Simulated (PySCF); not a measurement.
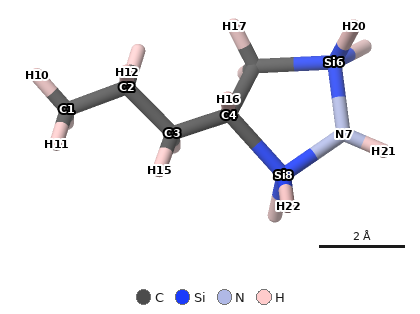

The starting structure (stick view, seen at a tilt; atoms are numbered from 1 in the order of the input). Bond lengths as drawn: C–C 1.48 to 1.56 Å, C–H 1.07 to 1.11 Å, C–Si 1.90 to 1.92 Å, H–N 1.03 Å, H–Si 1.46 to 1.48 Å and N–Si 1.74 Å.

## C₅H₁₅NSi₂: geometry relaxation

System: C₅H₁₅NSi₂.
Method: PBE0-D3(BJ)/def2-SVP geometry optimisation, gas phase (PySCF 2.14.0).

**Output**
```
step   0  E = -832.45370870  max force = 0.031414
step   1  E = -832.45936184  max force = 0.013446
step   2  E = -832.46078357  max force = 0.006662
step   3  E = -832.46129187  max force = 0.004698
step   4  E = -832.46183481  max force = 0.001871
step   5  E = -832.46210230  max force = 0.001625
step   6  E = -832.46231215  max force = 0.001193
step   7  E = -832.46236578  max force = 0.000538
step   8  E = -832.46238650  max force = 0.000391
step   9  E = -832.46239463  max force = 0.000175
optimisation converged
```

**Trajectory as extended XYZ (Å, eV, eV/Å), 10 frames, from step=0 to step=9**
```
23
Properties=species:S:1:pos:R:3:forces:R:3 step=0 energy=-22652.21921
C     3.4964   -0.0018    0.0136   -1.6087   1.6154   0.4356
C     2.0577    0.5870    0.0795    0.6735  -1.0896  -0.2020
C     0.9979   -0.4305   -0.3786    1.4579   0.5175   0.4567
C    -0.3731    0.1264   -0.4086   -1.5476  -0.0976  -0.0689
C    -0.9168    0.5440    0.9696    0.0847   0.8324   0.1474
Si   -2.8141    0.6595    0.9496    0.7398  -0.6223  -0.5631
N    -3.0425   -0.5256   -0.2970   -1.3091  -0.4139  -0.3599
Si   -1.6474   -1.0972   -1.1558   -0.1878   1.1270   0.6096
H     3.5646   -0.8494    0.6646    0.2198  -0.9345   0.5087
H     4.2022    0.7591    0.3487    0.3854   0.0993   0.0344
H     3.7099   -0.2707   -1.0017    0.4082  -0.4069  -0.8826
H     2.0026    1.4803   -0.5458   -0.0617   0.3180  -0.2677
H     1.8272    0.9104    1.0981    0.0099   0.0820   0.2951
H     1.0385   -1.2923    0.3023    0.0051  -0.2553   0.0205
H     1.2784   -0.7885   -1.3721    0.1491  -0.2367  -0.3564
H    -0.3969    1.0307   -1.0344    0.0054   0.0453  -0.3228
H    -0.4502    1.5000    1.2875   -0.1049  -0.1966   0.0249
H    -0.6187   -0.1951    1.7176   -0.0004  -0.2973   0.3166
H    -3.4537    0.2166    2.2004   -0.1708   0.0773   0.4725
H    -3.3414    1.9794    0.5503   -0.1164   0.4490   0.0712
H    -3.9873   -0.8584   -0.5330    0.5815   0.1749   0.1183
H    -1.8176   -0.9672   -2.6092    0.0588  -0.0119  -0.5758
H    -1.3681   -2.4932   -0.8430    0.3281  -0.7757   0.0876
23
Properties=species:S:1:pos:R:3:forces:R:3 step=1 energy=-22652.37304
C     3.4846    0.0941   -0.0424   -0.0976  -0.1349  -0.0391
C     2.0667    0.6425    0.0135   -0.0381   0.1617   0.0294
C     1.0185   -0.3727   -0.4172   -0.1931  -0.0903  -0.1206
C    -0.4278    0.1467   -0.4301    0.2224   0.0155  -0.0870
C    -0.9259    0.6068    0.9488   -0.0693  -0.1477   0.1007
Si   -2.8159    0.5576    0.9687   -0.1891   0.4599   0.1993
N    -3.1561   -0.6131   -0.2862    0.6914   0.0089   0.3857
Si   -1.6865   -1.1166   -1.0886    0.0827  -0.2083  -0.4220
H     3.5899   -0.7881    0.6168    0.0301   0.1027  -0.1146
H     4.2240    0.8425    0.2771    0.0262   0.0136   0.0036
H     3.7414   -0.2194   -1.0713    0.0207   0.0054   0.1440
H     1.9850    1.5403   -0.6289    0.0112  -0.0542   0.0320
H     1.8416    0.9882    1.0389    0.0296  -0.0181  -0.0527
H     1.0708   -1.2518    0.2519    0.0214  -0.0146  -0.0174
H     1.2801   -0.7487   -1.4246    0.0068   0.0013   0.0254
H    -0.4751    1.0083   -1.1229   -0.0333   0.0047  -0.0205
H    -0.5122    1.5855    1.2339   -0.0399   0.0771   0.0352
H    -0.5803   -0.1101    1.7189   -0.0369   0.0281  -0.0348
H    -3.3341    0.1808    2.3258   -0.0465  -0.1144  -0.0877
H    -3.4170    1.9001    0.6575    0.0317  -0.0635   0.0005
H    -3.9307   -1.2494   -0.1904   -0.3705  -0.1135  -0.1069
H    -1.8303   -1.0639   -2.5828    0.0554   0.0142   0.0589
H    -1.2428   -2.5219   -0.7727   -0.1155   0.0662   0.0885
23
Properties=species:S:1:pos:R:3:forces:R:3 step=2 energy=-22652.41173
C     3.4824    0.1060   -0.0557   -0.0260   0.0077   0.0037
C     2.0602    0.6409    0.0064    0.0425   0.0028   0.0003
C     1.0192   -0.3850   -0.4212   -0.0657   0.0453   0.0324
C    -0.4222    0.1343   -0.4218    0.0203   0.0474   0.0933
C    -0.9305    0.5985    0.9683    0.0630  -0.0418  -0.0862
Si   -2.8228    0.5816    0.9867    0.0670   0.0952  -0.0959
N    -3.1077   -0.6099   -0.2591   -0.0417  -0.3426   0.2290
Si   -1.6679   -1.1341   -1.0961   -0.0189   0.0832  -0.0126
H     3.6053   -0.7730    0.5980    0.0068   0.0066  -0.0070
H     4.2157    0.8623    0.2620    0.0124   0.0021  -0.0001
H     3.7464   -0.2064   -1.0792    0.0093  -0.0012   0.0074
H     1.9680    1.5370   -0.6337   -0.0012  -0.0129  -0.0047
H     1.8395    0.9828    1.0321   -0.0012  -0.0081  -0.0065
H     1.0824   -1.2675    0.2425    0.0213   0.0018  -0.0026
H     1.2782   -0.7548   -1.4308   -0.0064   0.0071  -0.0023
H    -0.4728    0.9974   -1.1134   -0.0345  -0.0036   0.0017
H    -0.5171    1.5782    1.2575    0.0229   0.0012  -0.0117
H    -0.5964   -0.1193    1.7405   -0.0034  -0.0054  -0.0201
H    -3.3937    0.1844    2.3142    0.0050  -0.0448  -0.0252
H    -3.4123    1.9193    0.6522    0.0090   0.0008   0.0084
H    -3.9161   -1.2215   -0.1988   -0.0728   0.1349  -0.1483
H    -1.8049   -1.0691   -2.5869    0.0235   0.0054   0.0062
H    -1.2648   -2.5447   -0.7698   -0.0311   0.0187   0.0407
23
Properties=species:S:1:pos:R:3:forces:R:3 step=3 energy=-22652.42556
C     3.4860    0.1188   -0.0648   -0.0009   0.0348   0.0104
C     2.0608    0.6444    0.0033    0.0246  -0.0298  -0.0097
C     1.0203   -0.3870   -0.4168    0.0197   0.0420   0.0140
C    -0.4211    0.1265   -0.4113   -0.0253  -0.0079   0.0454
C    -0.9273    0.5858    0.9769    0.0220   0.0201  -0.0323
Si   -2.8202    0.5829    0.9846    0.0206  -0.0135  -0.0820
N    -3.1088   -0.6203   -0.2494   -0.0491  -0.2416   0.1526
Si   -1.6690   -1.1419   -1.0860   -0.0388   0.0761   0.0168
H     3.6205   -0.7570    0.5888   -0.0020  -0.0243   0.0273
H     4.2167    0.8805    0.2477   -0.0057  -0.0009  -0.0013
H     3.7506   -0.1950   -1.0866   -0.0005  -0.0025  -0.0345
H     1.9601    1.5376   -0.6382   -0.0019   0.0096  -0.0122
H     1.8445    0.9862    1.0292   -0.0072   0.0048   0.0133
H     1.0947   -1.2697    0.2454    0.0028   0.0040   0.0018
H     1.2749   -0.7543   -1.4283    0.0004  -0.0007  -0.0083
H    -0.4780    0.9900   -1.1019   -0.0316  -0.0084  -0.0052
H    -0.5096    1.5641    1.2675    0.0074  -0.0196   0.0006
H    -0.5984   -0.1357    1.7467   -0.0015  -0.0136  -0.0002
H    -3.4134    0.1801    2.2993    0.0178   0.0031   0.0224
H    -3.3931    1.9248    0.6435   -0.0038   0.0214  -0.0003
H    -3.9445   -1.1989   -0.2274    0.0265   0.1641  -0.1144
H    -1.7906   -1.0703   -2.5766    0.0066  -0.0082  -0.0210
H    -1.2867   -2.5542   -0.7520    0.0202  -0.0090   0.0167
23
Properties=species:S:1:pos:R:3:forces:R:3 step=4 energy=-22652.44033
C     3.4884    0.1459   -0.0834    0.0430   0.0167   0.0047
C     2.0585    0.6535   -0.0037   -0.0267  -0.0289  -0.0044
C     1.0240   -0.3910   -0.4093    0.0865   0.0261  -0.0212
C    -0.4219    0.1041   -0.3893   -0.0302  -0.0643  -0.0148
C    -0.9237    0.5551    0.9977   -0.0172   0.0614   0.0296
Si   -2.8152    0.5822    0.9823   -0.0344  -0.0962  -0.0173
N    -3.1075   -0.6412   -0.2306    0.0578   0.0075   0.0426
Si   -1.6696   -1.1632   -1.0666   -0.0132   0.0332   0.0245
H     3.6423   -0.7249    0.5729   -0.0087  -0.0207   0.0261
H     4.2124    0.9185    0.2186   -0.0124  -0.0037  -0.0019
H     3.7493   -0.1693   -1.1060   -0.0110   0.0001  -0.0308
H     1.9401    1.5420   -0.6485    0.0001   0.0181  -0.0049
H     1.8487    0.9961    1.0233   -0.0073   0.0129   0.0117
H     1.1207   -1.2726    0.2513   -0.0170   0.0016   0.0070
H     1.2719   -0.7542   -1.4241   -0.0005  -0.0069  -0.0028
H    -0.4970    0.9673   -1.0786   -0.0165  -0.0002  -0.0098
H    -0.4978    1.5288    1.2919   -0.0014  -0.0200   0.0242
H    -0.6065   -0.1732    1.7654   -0.0001  -0.0185   0.0032
H    -3.4398    0.1929    2.2865    0.0259   0.0580   0.0428
H    -3.3485    1.9360    0.6222   -0.0255   0.0057  -0.0136
H    -3.9891   -1.1379   -0.2933   -0.0151   0.0653  -0.0620
H    -1.7658   -1.0792   -2.5589   -0.0295  -0.0306  -0.0153
H    -1.3061   -2.5783   -0.7263    0.0534  -0.0165  -0.0176
23
Properties=species:S:1:pos:R:3:forces:R:3 step=5 energy=-22652.44761
C     3.4899    0.1643   -0.0948    0.0322   0.0007   0.0002
C     2.0561    0.6602   -0.0078   -0.0315  -0.0164  -0.0002
C     1.0285   -0.3940   -0.4054    0.0690   0.0088  -0.0229
C    -0.4225    0.0859   -0.3748   -0.0052  -0.0499  -0.0384
C    -0.9219    0.5321    1.0133   -0.0293   0.0508   0.0313
Si   -2.8123    0.5805    0.9821   -0.0378  -0.0836   0.0189
N    -3.1067   -0.6519   -0.2205    0.0675   0.0710   0.0115
Si   -1.6696   -1.1798   -1.0535    0.0072   0.0049   0.0149
H     3.6544   -0.7037    0.5636   -0.0079  -0.0070   0.0102
H     4.2092    0.9437    0.2006   -0.0096  -0.0017  -0.0012
H     3.7464   -0.1512   -1.1190   -0.0105   0.0008  -0.0110
H     1.9266    1.5464   -0.6544    0.0019   0.0109   0.0010
H     1.8488    1.0038    1.0196   -0.0022   0.0083   0.0037
H     1.1380   -1.2743    0.2549   -0.0147  -0.0001   0.0064
H     1.2725   -0.7554   -1.4220   -0.0020  -0.0057   0.0024
H    -0.5115    0.9491   -1.0632   -0.0043   0.0045  -0.0044
H    -0.4900    1.5012    1.3133   -0.0017  -0.0148   0.0270
H    -0.6137   -0.2023    1.7789   -0.0033  -0.0168  -0.0017
H    -3.4497    0.2177    2.2880    0.0209   0.0568   0.0316
H    -3.3224    1.9389    0.6025   -0.0289  -0.0063  -0.0153
H    -4.0139   -1.0851   -0.3463   -0.0151   0.0250  -0.0397
H    -1.7618   -1.0930   -2.5466   -0.0382  -0.0329  -0.0052
H    -1.3063   -2.5959   -0.7148    0.0437  -0.0073  -0.0193
23
Properties=species:S:1:pos:R:3:forces:R:3 step=6 energy=-22652.45332
C     3.4906    0.1811   -0.1038    0.0074  -0.0074  -0.0017
C     2.0531    0.6664   -0.0114   -0.0142   0.0022   0.0011
C     1.0342   -0.3972   -0.4033    0.0108  -0.0101  -0.0046
C    -0.4220    0.0678   -0.3633    0.0207  -0.0005  -0.0445
C    -0.9206    0.5086    1.0278   -0.0263   0.0169   0.0032
Si   -2.8096    0.5795    0.9837   -0.0151  -0.0292   0.0287
N    -3.1050   -0.6571   -0.2129    0.0356   0.0614   0.0046
Si   -1.6688   -1.1968   -1.0404    0.0140  -0.0108   0.0016
H     3.6629   -0.6846    0.5564   -0.0015   0.0043  -0.0050
H     4.2050    0.9665    0.1863   -0.0012   0.0000  -0.0005
H     3.7421   -0.1343   -1.1297   -0.0021  -0.0003   0.0068
H     1.9144    1.5509   -0.6589    0.0012   0.0005   0.0036
H     1.8466    1.0110    1.0162    0.0023  -0.0003  -0.0024
H     1.1539   -1.2759    0.2576   -0.0042  -0.0004   0.0018
H     1.2750   -0.7578   -1.4208   -0.0002  -0.0017   0.0037
H    -0.5245    0.9316   -1.0499    0.0080   0.0052   0.0057
H    -0.4808    1.4705    1.3388    0.0034  -0.0066   0.0179
H    -0.6231   -0.2357    1.7886   -0.0076  -0.0103  -0.0031
H    -3.4515    0.2550    2.2977    0.0089   0.0237   0.0092
H    -3.3037    1.9378    0.5796   -0.0188  -0.0109  -0.0078
H    -4.0305   -1.0204   -0.4071   -0.0109  -0.0086  -0.0189
H    -1.7730   -1.1177   -2.5337   -0.0266  -0.0208   0.0041
H    -1.2965   -2.6118   -0.7039    0.0164   0.0036  -0.0032
23
Properties=species:S:1:pos:R:3:forces:R:3 step=7 energy=-22652.45478
C     3.4913    0.1821   -0.1038   -0.0064  -0.0035  -0.0010
C     2.0534    0.6673   -0.0121    0.0010   0.0054   0.0001
C     1.0358   -0.3969   -0.4048   -0.0128  -0.0122   0.0084
C    -0.4211    0.0667   -0.3648    0.0153   0.0224  -0.0277
C    -0.9211    0.5051    1.0283   -0.0128  -0.0009  -0.0166
Si   -2.8102    0.5803    0.9858    0.0050   0.0006   0.0111
N    -3.1038   -0.6544   -0.2120   -0.0019   0.0192   0.0056
Si   -1.6681   -1.1997   -1.0374    0.0071  -0.0066   0.0015
H     3.6629   -0.6836    0.5565    0.0011   0.0037  -0.0047
H     4.2054    0.9677    0.1865    0.0013   0.0006  -0.0001
H     3.7424   -0.1333   -1.1297    0.0015  -0.0009   0.0059
H     1.9150    1.5521   -0.6593    0.0002  -0.0023   0.0020
H     1.8461    1.0119    1.0154    0.0023  -0.0027  -0.0017
H     1.1549   -1.2752    0.2567    0.0011  -0.0004  -0.0009
H     1.2770   -0.7580   -1.4219    0.0011   0.0003   0.0013
H    -0.5252    0.9313   -1.0503    0.0082   0.0023   0.0083
H    -0.4781    1.4631    1.3463    0.0066  -0.0037   0.0079
H    -0.6276   -0.2448    1.7853   -0.0074  -0.0046  -0.0009
H    -3.4462    0.2681    2.3056    0.0036   0.0011   0.0007
H    -3.3091    1.9350    0.5751   -0.0073  -0.0056  -0.0007
H    -4.0315   -1.0026   -0.4240   -0.0009  -0.0083  -0.0098
H    -1.7869   -1.1331   -2.5302   -0.0102  -0.0083   0.0039
H    -1.2870   -2.6117   -0.6974    0.0042   0.0044   0.0071
23
Properties=species:S:1:pos:R:3:forces:R:3 step=8 energy=-22652.45535
C     3.4914    0.1791   -0.1017   -0.0060   0.0003  -0.0003
C     2.0541    0.6665   -0.0120    0.0056   0.0029  -0.0004
C     1.0356   -0.3959   -0.4067   -0.0129  -0.0075   0.0086
C    -0.4204    0.0705   -0.3696    0.0036   0.0201  -0.0124
C    -0.9217    0.5069    1.0243   -0.0018  -0.0040  -0.0158
Si   -2.8108    0.5821    0.9867    0.0073   0.0107  -0.0008
N    -3.1036   -0.6506   -0.2127   -0.0148  -0.0053   0.0040
Si   -1.6678   -1.1985   -1.0365   -0.0007  -0.0036   0.0007
H     3.6606   -0.6871    0.5584    0.0015   0.0008  -0.0009
H     4.2062    0.9635    0.1900    0.0018   0.0002   0.0000
H     3.7437   -0.1365   -1.1271    0.0019  -0.0009   0.0016
H     1.9183    1.5520   -0.6587   -0.0008  -0.0016   0.0002
H     1.8459    1.0108    1.0153    0.0011  -0.0021  -0.0001
H     1.1516   -1.2743    0.2551    0.0015   0.0000  -0.0014
H     1.2781   -0.7576   -1.4233    0.0019   0.0009  -0.0002
H    -0.5224    0.9359   -1.0542    0.0045   0.0003   0.0060
H    -0.4761    1.4619    1.3477    0.0055  -0.0017   0.0020
H    -0.6306   -0.2472    1.7783   -0.0046  -0.0010   0.0014
H    -3.4396    0.2712    2.3102    0.0015  -0.0076  -0.0016
H    -3.3171    1.9342    0.5767   -0.0003  -0.0008   0.0023
H    -4.0308   -0.9983   -0.4286    0.0039  -0.0020  -0.0037
H    -1.7968   -1.1443   -2.5288    0.0006  -0.0012   0.0015
H    -1.2798   -2.6070   -0.6891   -0.0003   0.0032   0.0094
23
Properties=species:S:1:pos:R:3:forces:R:3 step=9 energy=-22652.45557
C     3.4914    0.1757   -0.1000   -0.0027   0.0012  -0.0003
C     2.0549    0.6653   -0.0117    0.0039   0.0002   0.0000
C     1.0348   -0.3951   -0.4081   -0.0040  -0.0022   0.0030
C    -0.4203    0.0745   -0.3736   -0.0021   0.0079  -0.0020
C    -0.9222    0.5096    1.0204    0.0036  -0.0016  -0.0062
Si   -2.8113    0.5844    0.9863    0.0023   0.0083  -0.0033
N    -3.1044   -0.6476   -0.2137   -0.0090  -0.0083  -0.0001
Si   -1.6679   -1.1970   -1.0357   -0.0031  -0.0018  -0.0005
H     3.6588   -0.6910    0.5598    0.0005  -0.0005   0.0010
H     4.2072    0.9588    0.1928    0.0006  -0.0002   0.0000
H     3.7447   -0.1400   -1.1251    0.0007  -0.0005  -0.0006
H     1.9212    1.5513   -0.6580   -0.0008  -0.0004  -0.0003
H     1.8464    1.0093    1.0157    0.0003  -0.0008   0.0005
H     1.1481   -1.2738    0.2539    0.0002  -0.0001  -0.0006
H     1.2786   -0.7572   -1.4242    0.0012   0.0006  -0.0006
H    -0.5197    0.9402   -1.0579    0.0004  -0.0003   0.0023
H    -0.4745    1.4625    1.3471    0.0024  -0.0005  -0.0009
H    -0.6330   -0.2470    1.7727   -0.0016   0.0008   0.0017
H    -3.4351    0.2705    2.3115    0.0007  -0.0063  -0.0013
H    -3.3222    1.9355    0.5793    0.0017   0.0009   0.0018
H    -4.0307   -0.9972   -0.4301    0.0022   0.0015  -0.0002
H    -1.8005   -1.1520   -2.5278    0.0038   0.0005   0.0001
H    -1.2761   -2.6023   -0.6800   -0.0013   0.0016   0.0066
```

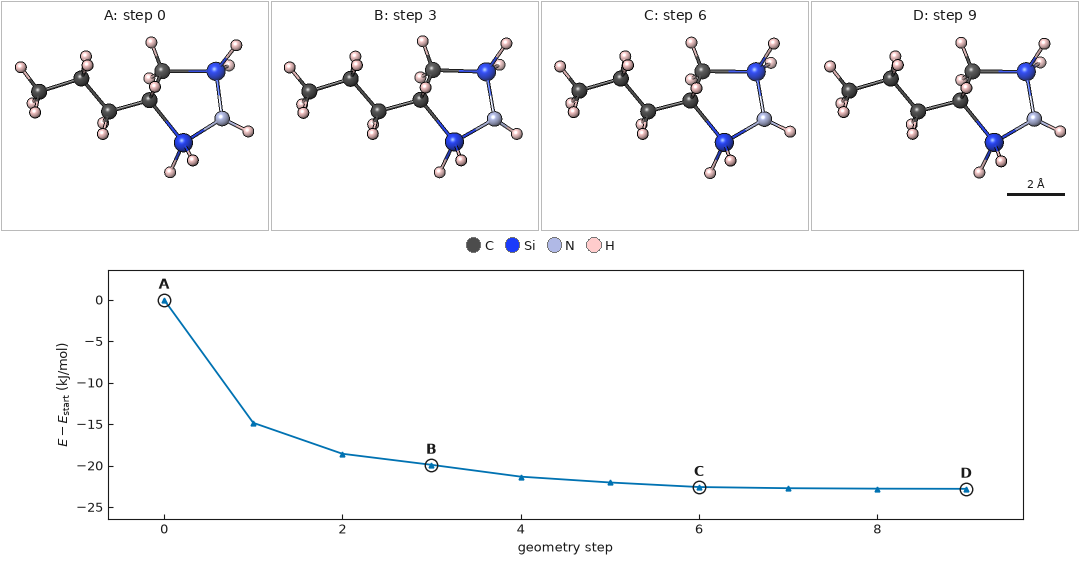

Frames of the relaxation (ball-and-stick view, seen at a tilt) above the curves, on which the letters mark them (steps are counted from 0).

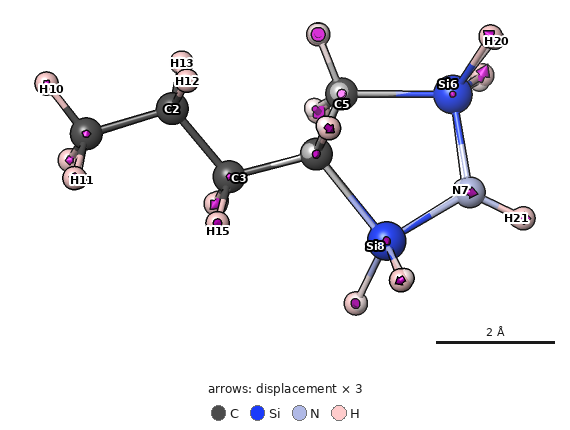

Start (faint) and end (solid) with the displacements as pink arrows, magnified 3 times (ball-and-stick view, seen at a tilt). The two geometries are laid on each other by the best rigid fit. The energy falls by 22.8 kJ/mol in 9 geometry steps. The largest force component goes from 1.6 to 0.009 eV/Å. The largest moves after the best rigid fit, 0.12 Å, are those of H18 and H19. By element the largest moves are H 0.12 Å, N 0.08 Å, C 0.05 Å, Si 0.05 Å. Among the contacts that change: C3–C4 1.480 → 1.529 Å, Si8–H23 1.458 → 1.502 Å, C1–C2 1.556 → 1.520 Å, C1–H11 1.072 → 1.102 Å. Among the angles that change: Si6–N7–Si8 118.3° → 114.1°, H9–C1–H11 111.4° → 107.3°, H19–Si6–H20 110.1° → 106.7°. (Atoms are counted from 1 in the order of the input.)

This output came from the following input.

**Input**
```
{"job": {"xc": "PBE0", "basis": "def2-SVP", "d3": "d3bj", "grid": 1, "shake": 0.01, "kind": "geom"}, "charge": 0, "multiplicity": 1}
C      3.496440    -0.001840     0.013630
C      2.057710     0.586960     0.079460
C      0.997920    -0.430470    -0.378600
C     -0.373100     0.126400    -0.408640
C     -0.916800     0.544010     0.969630
Si    -2.814090     0.659540     0.949600
N     -3.042500    -0.525590    -0.296990
Si    -1.647440    -1.097170    -1.155750
H      3.564630    -0.849370     0.664630
H      4.202160     0.759120     0.348700
H      3.709890    -0.270690    -1.001710
H      2.002570     1.480300    -0.545760
H      1.827180     0.910380     1.098140
H      1.038540    -1.292280     0.302300
H      1.278400    -0.788490    -1.372090
H     -0.396870     1.030690    -1.034420
H     -0.450230     1.500000     1.287520
H     -0.618650    -0.195090     1.717620
H     -3.453690     0.216570     2.200400
H     -3.341370     1.979440     0.550280
H     -3.987320    -0.858440    -0.533010
H     -1.817650    -0.967240    -2.609150
H     -1.368060    -2.493210    -0.842980
```

The first line tells a small driver script what to run in PySCF; the rest is the geometry in Å.

Command:
```bash
OMP_NUM_THREADS=1 python <driver script> task.json out
```

**Key numbers**

```tsv
quantity	value
outcome	converged
total energy	−832.462395 hartree
dipole moment	0.12 D
point group	C1
hardware	1 CPU thread, shared host
wall time	6.1 min
peak memory	0.89 GiB
```
